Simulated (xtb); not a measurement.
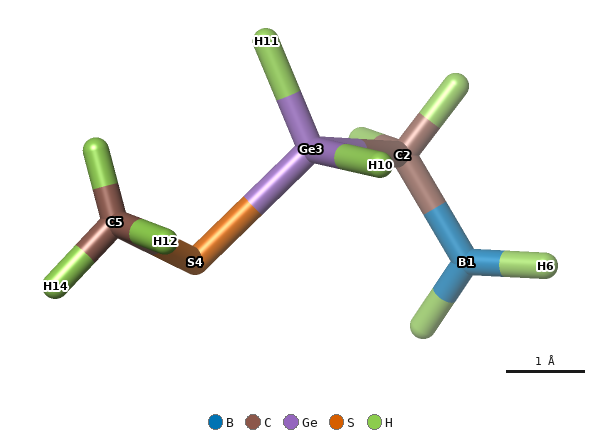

Fig. 1: The structure as given in the input (stick view, seen at a tilt; atoms are numbered from 1 in the order of the input). Sticks mark near contacts. Bond lengths as drawn: B–C 1.60 Å, B–H 1.13 to 1.15 Å, C–Ge 1.94 Å, C–H 0.95 to 1.14 Å, C–S 1.95 Å, Ge–H 1.50 to 1.63 Å and Ge–S 2.08 Å.

# C2H9BGeS: geometry relaxation (part 1 of 4)

System: C2H9BGeS, SMILES B[CH2][GeH2][S]C.
Method: GFN1-xTB (xtb 6.7.1).

## Input file (mol.xyz)
```
14
C2H9BGeS
B     -0.75317    -1.05658     2.30531
C      0.05199    -1.64399     1.05956
Ge     0.56357    -0.21343    -0.14637
S     -1.07620     0.72267    -1.01276
C     -0.14932     1.94067    -2.22844
H     -0.16854    -0.73487     3.24103
H     -1.85874    -0.97744     2.10753
H     -0.51764    -2.47889     0.53791
H      0.95866    -2.20433     1.37331
H      1.43844     0.88109     0.69186
H      1.49926    -0.77040    -1.18452
H      0.32782     2.66555    -1.58000
H      0.46654     1.47019    -2.78269
H     -0.97855     2.56504    -2.65624
```

## File xtb.inp
```
$chrg 0
$spin 0
$opt
   engine=rf
$end
```

Run on 1 thread of Intel Xeon @ 2.70GHz, 189 GiB of memory available, shared host.

Run as:
```bash
xtb mol.xyz -o normal --gfn 1 --input xtb.inp | tee run.log
```

## The program's output
```
* xtb version 6.7.1
   ID    Z sym.   atoms
    1    5 B      1
    2    6 C      2, 5
    3   32 Ge     3
    4   16 S      4
    5    1 H      6-14

           -------------------------------------------------
          |                Calculation Setup                |
           -------------------------------------------------

          program call               : xtb mol.xyz -o normal --gfn 1 --input xtb.inp
          coordinate file            : mol.xyz
          omp threads                :                     1

           -------------------------------------------------
          |                 G F N 1 - x T B                 |
           -------------------------------------------------

      * Hamiltonian:
        H0-scaling (s, p, d)           1.850000    2.250000    2.000000
        zeta-weighting                 0.000000
      * Dispersion:
        s8                             2.400000
        a1                             0.630000
        a2                             5.000000
        s9                             0.000000
      * Repulsion:
        kExp                           1.500000
        rExp                           1.000000
      * Coulomb:
        alpha                          2.000000
        third order                    atomic
        anisotropic                    false
      * Halogen bond correction:
        rad-scale                      1.300000
        damping                        0.440000

          ...................................................
          :                      SETUP                      :
          :.................................................:
          :  # basis functions                  50          :
          :  # atomic orbitals                  48          :
          :  # shells                           30          :
          :  # electrons                        30          :
          :  # halogen bonds                     0          :
          :  max. iterations                   250          :
          :  Hamiltonian                  GFN1-xTB          :
          :  restarted?                      false          :
          :  GBSA solvation                  false          :
          :  PC potential                    false          :
          :  electronic temp.          300.0000000     K    :
          :  accuracy                    1.0000000          :
          :  -> integral cutoff          0.2500000E+02      :
          :  -> integral neglect         0.1000000E-07      :
          :  -> SCF convergence          0.1000000E-05 Eh   :
          :  -> wf. convergence          0.2000000E-04 e    :
          :  Broyden damping             0.4000000          :
          :  net charge                          0          :
          :  unpaired electrons                  0          :
          ...................................................

 iter      E             dE          RMSdq      gap      omega  full diag
   1    -15.9309703 -0.159310E+02  0.698E+00    3.55       0.0  T
   2    -15.9619456 -0.309753E-01  0.412E+00    4.43       1.0  T
   3    -15.8145628  0.147383E+00  0.209E+00    3.44       1.0  T
   4    -15.9809939 -0.166431E+00  0.567E-01    3.74       1.0  T
   5    -15.9823992 -0.140536E-02  0.199E-01    4.04       1.0  T
   6    -15.9830186 -0.619417E-03  0.268E-02    4.03       1.0  T
   7    -15.9830208 -0.216496E-05  0.193E-02    4.02       1.4  T
   8    -15.9830279 -0.707747E-05  0.337E-03    4.02       7.9  T
   9    -15.9830279 -0.318692E-07  0.116E-03    4.02      23.1  T
  10    -15.9830279  0.176895E-07  0.121E-03    4.02      22.1  T
  11    -15.9830279 -0.365534E-07  0.373E-04    4.02      71.7  T
  12    -15.9830279 -0.376530E-08  0.435E-05    4.02     614.9  T
  13    -15.9830279 -0.395115E-10  0.164E-05    4.02    1627.3  T

   *** convergence criteria satisfied after 13 iterations ***

         #    Occupation            Energy/Eh            Energy/eV
      -------------------------------------------------------------
         1        2.0000           -0.8669316             -23.5904
       ...           ...                  ...                  ...
         9        2.0000           -0.5025567             -13.6753
        10        2.0000           -0.4761971             -12.9580
        11        2.0000           -0.4589539             -12.4888
        12        2.0000           -0.4578112             -12.4577
        13        2.0000           -0.4472956             -12.1715
        14        2.0000           -0.4359716             -11.8634
        15        2.0000           -0.4242062             -11.5432 (HOMO)
        16                         -0.2764936              -7.5238 (LUMO)
        17                         -0.2441308              -6.6431
        18                         -0.1759263              -4.7872
        19                         -0.1587020              -4.3185
        20                         -0.1425627              -3.8793
       ...                                ...                  ...
        48                          0.7594193              20.6649
      -------------------------------------------------------------
                  HL-Gap            0.1477126 Eh            4.0195 eV
             Fermi-level           -0.3503499 Eh           -9.5335 eV

 SCC (total)                   0 d,  0 h,  0 min,  0.016 sec
 SCC setup                      ...        0 min,  0.000 sec (  0.652%)
 Dispersion                     ...        0 min,  0.000 sec (  0.441%)
 classical contributions        ...        0 min,  0.000 sec (  0.126%)
 integral evaluation            ...        0 min,  0.004 sec ( 23.516%)
 iterations                     ...        0 min,  0.005 sec ( 29.787%)
 molecular gradient             ...        0 min,  0.007 sec ( 44.448%)
 printout                       ...        0 min,  0.000 sec (  0.977%)

         :::::::::::::::::::::::::::::::::::::::::::::::::::::
         ::                     SUMMARY                     ::
         :::::::::::::::::::::::::::::::::::::::::::::::::::::
         :: total energy             -15.800074510130 Eh    ::
         :: gradient norm              0.245937226021 Eh/a0 ::
         :: HOMO-LUMO gap              4.019464091981 eV    ::
         ::.................................................::
         :: SCC energy               -15.983027943863 Eh    ::
         :: -> electrostatic           0.015577584822 Eh    ::
         :: repulsion energy           0.188247367365 Eh    ::
         :: dispersion energy         -0.005293933632 Eh    ::
         :: halogen bond corr.         0.000000000000 Eh    ::
         :: add. restraining           0.000000000000 Eh    ::
         :: total charge              -0.000000000000 e     ::
         :::::::::::::::::::::::::::::::::::::::::::::::::::::

      -----------------------------------------------------------
     |                   =====================                   |
     |                        A N C O P T                        |
     |                   =====================                   |
     |               Approximate Normal Coordinate               |
     |                Rational Function Optimizer                |
      -----------------------------------------------------------
      -----------------------------------------------------------
     |                   =====================                   |
     |                        A N C O P T                        |
     |                   =====================                   |
     |               Approximate Normal Coordinate               |
     |                Rational Function Optimizer                |
      -----------------------------------------------------------

          ...................................................
          :                      SETUP                      :
          :.................................................:
          :   optimization level            normal          :
          :   max. optcycles                   200          :
          :   ANC micro-cycles                  20          :
          :   degrees of freedom                36          :
          :.................................................:
          :   RF solver                   davidson          :
          :   write xtbopt.log                true          :
          :   linear?                        false          :
          :   energy convergence         0.5000000E-05 Eh   :
          :   grad. convergence          0.1000000E-02 Eh/α :
          :   maxmium RF displ.          1.0000000          :
          :   Hlow (freq-cutoff)         0.1000000E-01      :
          :   Hmax (freq-cutoff)         5.0000000          :
          :   S6 in model hess.         20.0000000          :
          ...................................................

generating ANC from exact Hessian ...
Using Lindh-Hessian (1995)
 Shifting diagonal of input Hessian by    9.6215686698157381E-003
 Lowest  eigenvalues of input Hessian
    0.000000    0.000000    0.000000    0.000000    0.000000    0.000000
    0.010000    0.010482    0.010587    0.011144    0.011596    0.012253
    0.014045    0.014825    0.018459    0.019463    0.019698    0.030772
 Highest eigenvalues
    0.795496    0.879323    1.002082    1.032348    1.061256    1.535902

........................................................................
.............................. CYCLE    1 ..............................
........................................................................

 iter      E             dE          RMSdq      gap      omega  full diag
   1    -15.9830279 -0.159830E+02  0.175E-06    4.02       0.0  T
   2    -15.9830279  0.319744E-13  0.167E-06    4.02   16017.4  T
   3    -15.9830279 -0.106581E-12  0.464E-07    4.02   57629.6  T
     SCC iter.                  ...        0 min,  0.001 sec
     gradient                   ...        0 min,  0.007 sec
 * total energy  :   -15.8000745 Eh     change       -0.7409184E-11 Eh
   gradient norm :     0.2459372 Eh/α   predicted     0.0000000E+00 (-100.00%)
   displ. norm   :     0.3302300 α      lambda       -0.6016648E-01
   maximum displ.:     0.1750539 α      in ANC's #26, #36, #20, ...

........................................................................
.............................. CYCLE    2 ..............................
........................................................................

 iter      E             dE          RMSdq      gap      omega  full diag
   1    -15.9894948 -0.159895E+02  0.245E-01    4.04       0.0  T
   2    -15.9894728  0.219756E-04  0.176E-01    3.93       1.0  T
   3    -15.9902237 -0.750853E-03  0.802E-02    3.98       1.0  T
   4    -15.9903876 -0.163947E-03  0.202E-02    3.99       1.3  T
   5    -15.9903921 -0.444841E-05  0.116E-02    3.98       2.3  T
   6    -15.9903948 -0.266565E-05  0.315E-03    3.98       8.5  T
   7    -15.9903949 -0.116909E-06  0.375E-04    3.98      71.2  T
   8    -15.9903949 -0.168365E-08  0.738E-05    3.98     361.9  T
   9    -15.9903949 -0.159037E-10  0.940E-06    3.98    2844.0  T
     SCC iter.                  ...        0 min,  0.003 sec
     gradient                   ...        0 min,  0.007 sec
 * total energy  :   -15.8355902 Eh     change       -0.3551566E-01 Eh
   gradient norm :     0.0697886 Eh/α   predicted    -0.3336387E-01 (  -6.06%)
   displ. norm   :     0.2796862 α      lambda       -0.1129009E-01
   maximum displ.:     0.1071534 α      in ANC's #2, #23, #13, ...

........................................................................
.............................. CYCLE    3 ..............................
........................................................................

 iter      E             dE          RMSdq      gap      omega  full diag
   1    -16.0005478 -0.160005E+02  0.835E-02    4.01       0.0  T
   2    -16.0006001 -0.523717E-04  0.621E-02    4.10       1.0  T
   3    -16.0006644 -0.642426E-04  0.358E-02    4.11       1.0  T
   4    -16.0006931 -0.287405E-04  0.140E-02    4.11       1.9  T
   5    -16.0006939 -0.811605E-06  0.587E-03    4.11       4.6  T
   6    -16.0006941 -0.116479E-06  0.133E-03    4.11      20.1  T
   7    -16.0006941 -0.154021E-07  0.957E-05    4.11     279.2  T
   8    -16.0006941 -0.470450E-10  0.153E-05    4.11    1751.7  T
     SCC iter.                  ...        0 min,  0.003 sec
     gradient                   ...        0 min,  0.007 sec
 * total energy  :   -15.8414674 Eh     change       -0.5877246E-02 Eh
   gradient norm :     0.0188868 Eh/α   predicted    -0.6086626E-02 (   3.56%)
   displ. norm   :     0.2503563 α      lambda       -0.2183258E-02
   maximum displ.:     0.1165686 α      in ANC's #2, #4, #7, ...

........................................................................
.............................. CYCLE    4 ..............................
........................................................................

 iter      E             dE          RMSdq      gap      omega  full diag
   1    -15.9987179 -0.159987E+02  0.677E-02    4.19       0.0  T
   2    -15.9987297 -0.117610E-04  0.486E-02    4.27       1.0  T
   3    -15.9987794 -0.496929E-04  0.195E-02    4.26       1.4  T
   4    -15.9987882 -0.882549E-05  0.999E-03    4.26       2.7  T
   5    -15.9987906 -0.236753E-05  0.144E-03    4.26      18.6  T
   6    -15.9987906 -0.167472E-08  0.666E-04    4.26      40.1  T
   7    -15.9987906 -0.209203E-08  0.146E-04    4.26     182.6  T
   8    -15.9987906 -0.104789E-09  0.214E-05    4.26    1246.6  T
     SCC iter.                  ...        0 min,  0.003 sec
     gradient                   ...        0 min,  0.007 sec
 * total energy  :   -15.8423541 Eh     change       -0.8867004E-03 Eh
   gradient norm :     0.0098667 Eh/α   predicted    -0.1160049E-02 (  30.83%)
   displ. norm   :     0.2492194 α      lambda       -0.1130421E-02
   maximum displ.:     0.1609895 α      in ANC's #2, #10, #6, ...

........................................................................
.............................. CYCLE    5 ..............................
........................................................................

 iter      E             dE          RMSdq      gap      omega  full diag
   1    -15.9980839 -0.159981E+02  0.403E-02    4.26       0.0  T
   2    -15.9980942 -0.103564E-04  0.154E-02    4.24       1.7  T
   3    -15.9980939  0.324972E-06  0.884E-03    4.25       3.0  T
   4    -15.9980941 -0.182375E-06  0.690E-03    4.25       3.9  T
   5    -15.9980956 -0.147660E-05  0.771E-04    4.25      34.6  T
   6    -15.9980956  0.119734E-09  0.430E-04    4.25      62.2  T
   7    -15.9980956 -0.144437E-08  0.790E-05    4.25     338.2  T
   8    -15.9980956 -0.118323E-10  0.107E-05    4.25    2494.3  T
     SCC iter.                  ...        0 min,  0.003 sec
     gradient                   ...        0 min,  0.007 sec
 * total energy  :   -15.8427222 Eh     change       -0.3680957E-03 Eh
   gradient norm :     0.0116163 Eh/α   predicted    -0.6003162E-03 (  63.09%)
   displ. norm   :     0.1508274 α      lambda       -0.6730598E-03
   maximum displ.:     0.1045019 α      in ANC's #2, #6, #13, ...

........................................................................
.............................. CYCLE    6 ..............................
........................................................................

 iter      E             dE          RMSdq      gap      omega  full diag
   1    -16.0007338 -0.160007E+02  0.207E-02    4.27       0.0  T
   2    -16.0007365 -0.270127E-05  0.136E-02    4.25       2.0  T
   3    -16.0007372 -0.784285E-06  0.721E-03    4.25       3.7  T
   4    -16.0007376 -0.341801E-06  0.484E-03    4.25       5.5  T
   5    -16.0007383 -0.736742E-06  0.742E-04    4.25      36.0  T
   6    -16.0007383 -0.830088E-09  0.291E-04    4.25      91.9  T
   7    -16.0007383 -0.180968E-09  0.721E-05    4.25     370.9  T
   8    -16.0007383 -0.813287E-10  0.822E-06    4.25    3252.3  T
     SCC iter.                  ...        0 min,  0.003 sec
     gradient                   ...        0 min,  0.007 sec
 * total energy  :   -15.8431002 Eh     change       -0.3779392E-03 Eh
   gradient norm :     0.0048876 Eh/α   predicted    -0.3441841E-03 (  -8.93%)
   displ. norm   :     0.2201452 α      lambda       -0.4892545E-03
   maximum displ.:     0.1306971 α      in ANC's #2, #4, #6, ...

........................................................................
.............................. CYCLE    7 ..............................
........................................................................
```
